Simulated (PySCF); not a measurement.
**BH3O (SMILES BO): a first try and a second**

Wanted: the polarisability of BH3O, HF/6-31G* (Cartesian functions).

The calculation is run with PySCF 2.14.0.

11 further runs of the same task are left out: 5 that didn't finish, 6 set aside as unsound or not needed.

**1. The system as given**

BH3O: 5 atoms, total charge 0, spin state singlet. SMILES: `BO`. Geometry: relaxed at PBE0-D4/def2-TZVP.

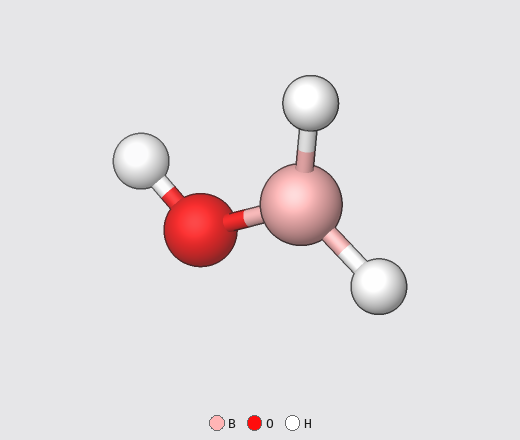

The structure, seen from a chosen angle (boron pink, oxygen red, hydrogen white).

**2. Try one**

File calc.py:

```python
import numpy
from pyscf import gto
from pyscf.prop.polarizability import rhf

mol = gto.M(
    atom='''
B       -0.428212      -0.666695       0.141163
O        0.781402       1.515182       0.653656
H       -1.550142      -1.635558       1.847774
H       -0.360182      -1.566394      -1.942827
H        1.651621       2.214381      -0.778000
''',
    basis='6-31g*',
    max_memory=1860,
    cart=True,
    spin=0,
    verbose=3,
)

mf = mol.RHF()
mf.max_cycle = 99
mf.kernel()

e_tot = mf.e_tot
print('E = %.10f Eh' % e_tot)
pol = rhf.Polarizability(mf)
alpha = pol.polarizability()
print('isotropic polarizability %.4f bohr^3' % (numpy.trace(alpha) / 3))
alpha_w = pol.polarizability_with_freq(freq=0.0774)
beta = pol.hyper_polarizability()
```

On the command line:

```
$ OMP_NUM_THREADS=1 python calc.py
```

What it wrote:

```text
converged SCF energy = -100.587976404366
E = -100.5879764044 Eh
isotropic polarizability 115.0016 bohr^3
```

It took 18 s on 1 thread of Intel Xeon Platinum 8259CL at 2.50GHz (Skylake/Cascade Lake), shared host; peak memory 0.12 GiB.

**3. Reading the log**

It ran to the end. The result can't be trusted all the same.

What is wrong: numbers in bohr are read as ångström, which stretches the molecule by 1.89. As the program read them, the closest atoms are 1.82 Å apart, against 0.96 Å in the sound input.

**4. Try two**

File input.py:

```python
import numpy
from pyscf import gto
from pyscf.prop.polarizability import rhf

mol = gto.M(
    atom='''
B   -0.226600  -0.352800   0.074700
O    0.413500   0.801800   0.345900
H   -0.820300  -0.865500   0.977800
H   -0.190600  -0.828900  -1.028100
H    0.874000   1.171800  -0.411700
''',
    verbose=3,
    spin=0,
    basis='6-31g*',
    cart=True,
    max_memory=1860,
)

mf = mol.RHF()
mf.diis_start_cycle = 8
mf.damp = 0.4
mf.kernel()

etot = mf.e_tot
print('Final energy', etot)
pol = rhf.Polarizability(mf)
alpha = pol.polarizability()
print('isotropic polarizability %.4f bohr^3' % (numpy.trace(alpha) / 3))
alpha_w = pol.polarizability_with_freq(freq=0.0774)
beta = pol.hyper_polarizability()
```

On the command line:

```
$ OMP_NUM_THREADS=1 python input.py
```

What it wrote:

```text
converged SCF energy = -101.321106703775
Final energy -101.32110670377533
isotropic polarizability 14.7105 bohr^3
```

Run time: 2.4 s. Hardware: 1 thread of Intel Xeon Platinum 8259CL at 2.50GHz (Skylake/Cascade Lake), shared host; peak memory 0.12 GiB.

**5. Outcome**

At HF/6-31G* (Cartesian functions):

| quantity | value |
| --- | --- |
| total energy | -101.32111 Eh |
| dipole moment | 1.70 D |
| HOMO energy | -12.51 eV |
| LUMO energy | 4.05 eV |
| HOMO–LUMO gap | 16.56 eV |
| mean static polarisability | 14.7 bohr³ |
| mean polarisability at ω = 0.0774 Eh | 15.0 bohr³ |

In words: The first attempt's energy was +19.949 eV off this one.
